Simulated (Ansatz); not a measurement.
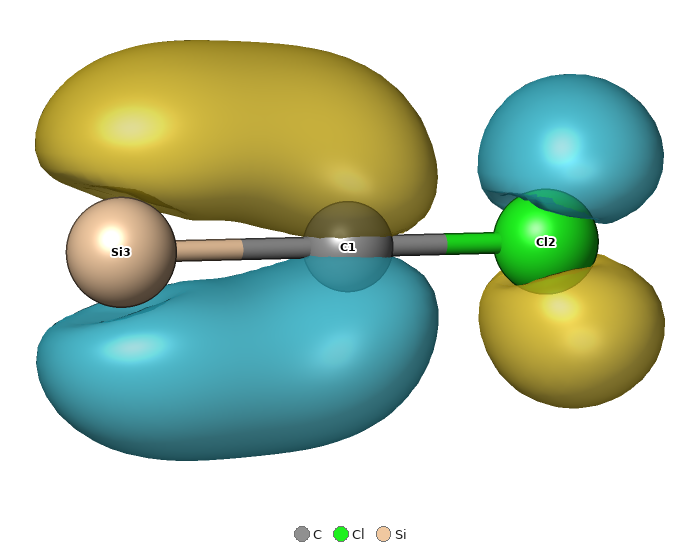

Figure 1: CClSi (SMILES [Si+]#CCl) (charge +1). The LUMO at ±0.15 Å⁻³ᐟ² (yellow and cyan are the two phases), seen from one side.

Geometry: PBE0-D4/def2-TZVP.

Theory: isolated molecule in a Gaussian basis; Kohn-Sham density functional theory, functional PBE0 (Ansatz 0.2.0).

```yaml
atoms:
  - { symbol: C, position_ang: [0.0000, 0.0000, -0.0751] }
  - { symbol: Cl, position_ang: [0.0000, 0.0000, -1.6378] }
  - { symbol: Si, position_ang: [0.0000, 0.0000, 1.7128] }
```

Q: Where does this orbital lie, and at what energy?

A: By Hirshfeld shares it lies mainly on C1 (about 40 %), Si3 (about 40 %) and Cl2 (about 20 %); π-bonding across C1–Si3. It is one of a degenerate set, so its orientation is arbitrary. Its energy is −11.08 eV.
